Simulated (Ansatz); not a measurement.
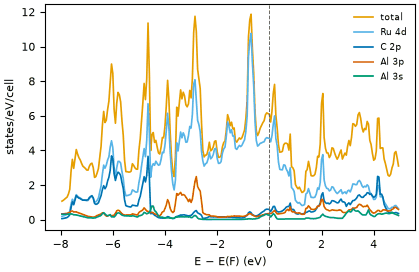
Fig. 1. Total and projected density of states of AlRu2C in space group P6_3/mmc (No. 194; Al on 2d, Ru on 4f, C on 2a), plane-wave PAW PBE (Ansatz code)

Q: Which orbitals carry the states next to the Fermi level?

A: Within 0.5 eV of the Fermi level: Ru 4d 79 %, C 2p 9 %, Al 3p 6 %. Projections are on Löwdin-orthogonalised atomic valence shells; empty p or d shells of many metals are not among them.

Q: Where is the tallest occupied peak in this window, and what makes it?

A: Near -0.7 eV, about 12 states/eV per cell; the largest projected share is Ru 4d.

The start of the workflow was typed in or built on a structure type; neither database checked (COD, Materials Project) lists it. Its standing as an ambient phase is unchecked. The cell was relaxed with PBE under the symmetry of its start; its stability against distortions is not shown here. No spin polarisation was allowed. Scalar-relativistic: spin–orbit coupling is off unless named, which matters more the heavier the elements.

Potentials: the later of the program's two PAW sets.
